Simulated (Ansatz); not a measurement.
**CS (carbon monosulfide): B3LYP/cc-pVTZ**

What is the vertical ionisation energy of CS (carbon monosulfide) at B3LYP/cc-pVTZ? 

Program for the calculation: Ansatz 0.2.0.

31 further runs of the same task are left out: 31 set aside as unsound or not needed.

### 1 Starting point

The species is CS (2 atoms), meant as a singlet with charge 0. SMILES: `[C-]#[S+]`. Geometry: the measured bond length.

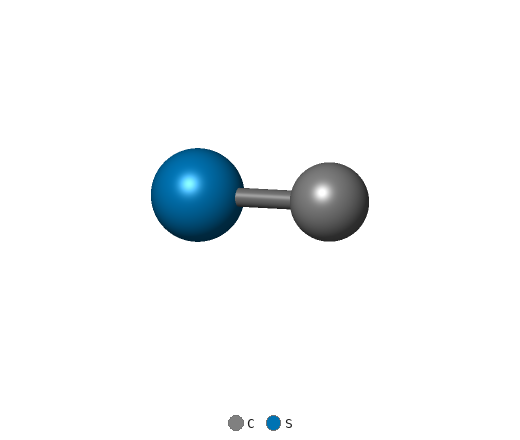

Viewed from a chosen angle; carbon grey, sulfur blue.

### 2 A single-point energy at B3LYP/cc-pVTZ

File molecule.yaml:

```yaml
basis:
  gaussian:
    orbitals: cc-pVTZ
crystal:
  periodic: [false, false, false]
  atoms:
    - {symbol: C, position_ang: [0.000000, 0.000000, 0.000000]}
    - {symbol: S, position_ang: [0.000000, 0.000000, 1.534941]}
hamiltonian:
  xc: {name: B3LYP}
accuracy: high
output: {orbitals: {seedname: orbitals}}
```

The run is started by

```
$ ansatz run molecule.yaml --threads 1 --pin off --max-ram 3480MiB --events-out events.jsonl --progress --plain --runs-dir runs
```

Standard output:

```text
Warning: RAYON_NUM_THREADS=1 ignored (pool sized by the plan → 1); use --threads N
Functional definition: B3LYP
  name "B3LYP"
  parameter a0 = 0.2
  parameter ax = 0.72
  parameter ac = 0.81
  exchange = (1 - a0 - ax)*slater_x + ax*b88_x + a0*exact_x
  correlation = (1 - ac)*vwn_rpa_c + ac*lyp_c
891 factors; integrals over basis functions are off by at most 3.5e-9 eV
mean field evaluation 1: about -11867.4292 eV, gradient 3.9e1 eV
mean field evaluation 2: about -11854.7670 eV, gradient 7.1e1 eV
mean field evaluation 4: about -11871.2128 eV, gradient 1.9e0 eV
mean field evaluation 8: about -11871.2207 eV, gradient 1.0e-1 eV
mean field evaluation 16: about -11871.2207 eV, gradient 1.4e-6 eV
mean field -11871.22071709 eV, -436.2593147507 hartree, gradient 6.2e-8 eV, S^2 0.000000; 0 other end points of the search recorded, 0 dependent functions left out
reference -11871.22074172 eV, -436.2593156560 hartree; 11, 11 occupied and 53, 53 virtual orbitals, 891 factors
Total energy: -11871.22074172 eV, -436.2593156560 hartree
```

Wall time 1.6 s (1 thread of Arm Neoverse V1, shared host); peak memory 0.12 GiB.

### 3 The doublet cation, same level

Edit molecule.yaml of step 2 so:

```diff
@@ -1,4 +1 @@
-basis:
-  gaussian:
-    orbitals: cc-pVTZ
 crystal:
@@ -8,2 +5,9 @@
     - {symbol: S, position_ang: [0.000000, 0.000000, 1.534941]}
+basis:
+  gaussian:
+    orbitals: cc-pVTZ
+total_charge: 1
+magnetization:
+  spin_polarized: true
+  initial_magnetization: 1
 hamiltonian:
```

The run is started by

```
$ ansatz run molecule.yaml --threads 1 --pin off --max-ram 3480MiB --events-out events.jsonl --progress --plain --runs-dir runs
```

Standard output (excerpt; [...] marks lines left out):

```text
Warning: RAYON_NUM_THREADS=1 ignored (pool sized by the plan → 1); use --threads N
[... 7 set-up lines as earlier in the session ...]
891 factors; integrals over basis functions are off by at most 3.5e-9 eV
mean field evaluation 1: about -11855.9080 eV, gradient 2.7e1 eV
mean field evaluation 2: about -11844.1805 eV, gradient 4.9e1 eV
mean field evaluation 4: about -11859.5947 eV, gradient 2.3e0 eV
mean field evaluation 8: about -11859.7327 eV, gradient 3.1e-1 eV
mean field evaluation 16: about -11859.7398 eV, gradient 2.7e-4 eV
mean field -11859.73979300 eV, -435.8373985723 hartree, gradient 7.4e-8 eV, S^2 0.795184; 1 other end points of the search recorded, 0 dependent functions left out
reference -11859.73981900 eV, -435.8373995278 hartree; 11, 10 occupied and 53, 54 virtual orbitals, 891 factors
Total energy: -11859.73981900 eV, -435.8373995278 hartree
```

Run time: 3.6 s. Hardware: 1 thread of Arm Neoverse V1, shared host; peak memory 0.15 GiB.

### 4 What came out

At B3LYP/cc-pVTZ:

```
                                          quantity          value
                          singlet CS: total energy  -436.25932 Eh
                           singlet CS: HOMO energy       -8.59 eV
                           singlet CS: LUMO energy       -2.48 eV
                         singlet CS: HOMO–LUMO gap        6.11 eV
                      doublet cation: total energy  -435.83740 Eh
doublet cation: HOMO energy (highest over α and β)      -17.96 eV
 doublet cation: LUMO energy (lowest over α and β)      -14.19 eV
                              doublet cation: ⟨S²⟩          0.795
vertical ionisation energy (to the doublet cation)      11.481 eV
```

The vertical ionisation energy comes to 11.48 eV (1108 kJ/mol). −ε(HOMO) before ionisation, 8.59 eV, is 2.89 eV below this ionisation energy.
